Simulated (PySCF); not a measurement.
# CH₁₀Si₃, SMILES `[SiH3]C([SiH3])[SiH3]`: electronic structure

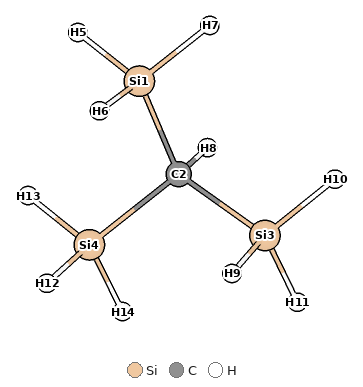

The molecule, with its atoms numbered as below. No frequency check shows the geometry to be a minimum.

Coordinates in Å:

```
Si1     -0.4009   -1.7808   -0.0625
C2       0.0001   -0.0000    0.4739
Si3      1.7426    0.5432   -0.0625
Si4     -1.3417    1.2376   -0.0625
H5      -1.7097   -2.1823    0.4639
H6      -0.4226   -1.8773   -1.5233
H7       0.6093   -2.7045    0.4639
H8       0.0000    0.0001    1.5690
H9       1.8370    0.5727   -1.5233
H10      2.7448   -0.3895    0.4639
H11      2.0375    1.8799    0.4638
H12     -1.4145    1.3046   -1.5233
H13     -2.6468    0.8246    0.4638
H14     -1.0351    2.5718    0.4639
```

## 1. Bonding charge

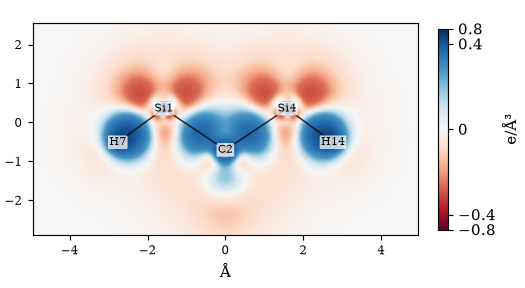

Deformation density (molecule less spherical, spin-averaged free atoms) in the plane of Si1, C2, Si4, H7 and H14; colour scale in e/Å³, logarithmic beyond ±0.1; blue: gain, red: loss.

Level of theory: PBE/def2-TZVP (PySCF), at a geometry from GFN2-xTB.

> How much density has each bond in this plane gained at its critical point, relative to the free atoms?

Si1–H7 and Si4–H14: +0.22 e/Å³ at the bond critical point (bond length 1.47 Å, Mayer order 0.9). Si1–C2 and C2–Si4: +0.14 e/Å³ at the bond critical point (bond length 1.90 Å, Mayer order 1.0). In all, 3.1 electrons gather in the regions of gain relative to the promolecule. A small or negative value marks a very polar bond, one between electron-rich atoms, whose free-atom densities already overlap strongly, a long bond to a heavier atom, or a closed-shell contact such as a hydrogen bond.

> Where do the Hirshfeld charges lie?

The highest Hirshfeld charge is on Si1, Si3 and Si4 (+0.28 e), the lowest on C2 (−0.26 e).

## 2. Local ionisation energy

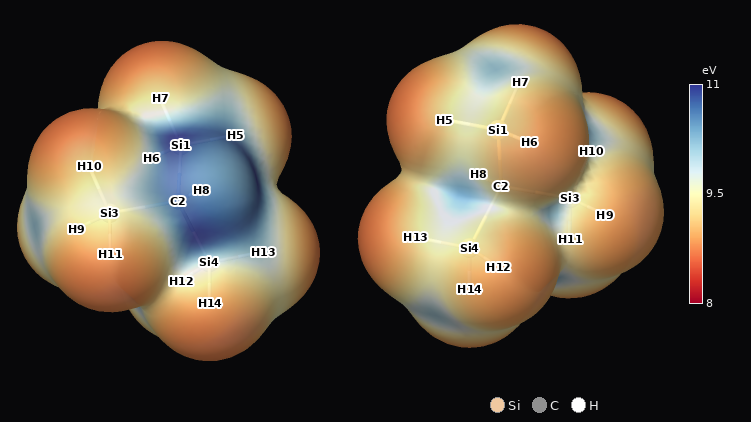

Average local ionisation energy on the surface of electron density 0.001 a.u. (back view left, front view right).

> Locate the minima of the map.

The lowest value is 8.7 eV, 1.5 Å from H5, and at like points elsewhere. For comparison, the highest occupied orbital lies at −7.5 eV.

> What volume does the surface enclose, and what is the dipole moment?

About 170 Å³; the dipole moment is 0.6 D.

## 3. In an electric field

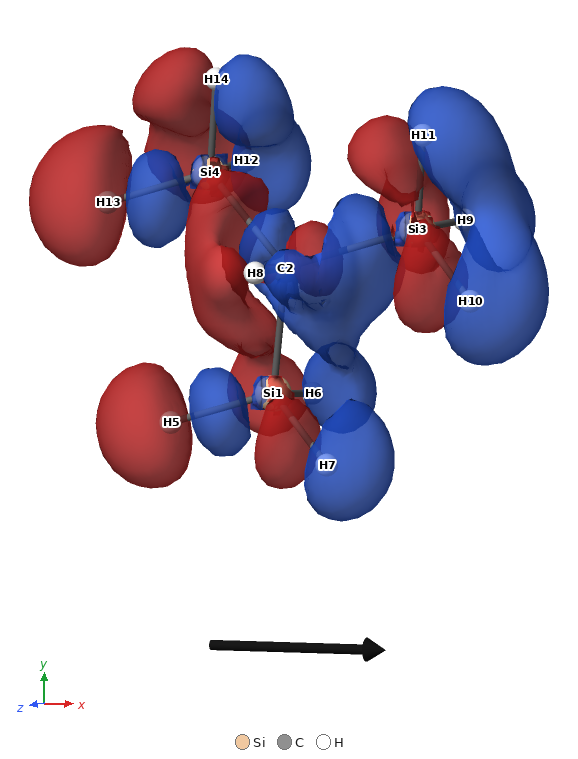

Change of the electron density in a uniform field of 0.21 V/Å along +x (arrow), surfaces at ±0.0015 e/Å³ (red: gain, blue: loss).

Computed with PySCF, PBE/def2-TZVP, geometry: GFN2-xTB. A basis without diffuse functions makes polarisabilities too small.

> How large is the response?

The induced dipole is 1.03 D (along the field); α along this axis, from the fields in both directions, is 102 bohr³ (15.1 Å³).

> Which atoms gain and lose the most charge?

Electrons gather most on H13 (Hirshfeld charge changes by −0.011 e) and leave Si3 most (+0.010 e); 0.083 electrons are displaced in all.

The PySCF runs shown took 36 s and 95 s on 1 thread of Arm Neoverse V2, with other jobs on the host.
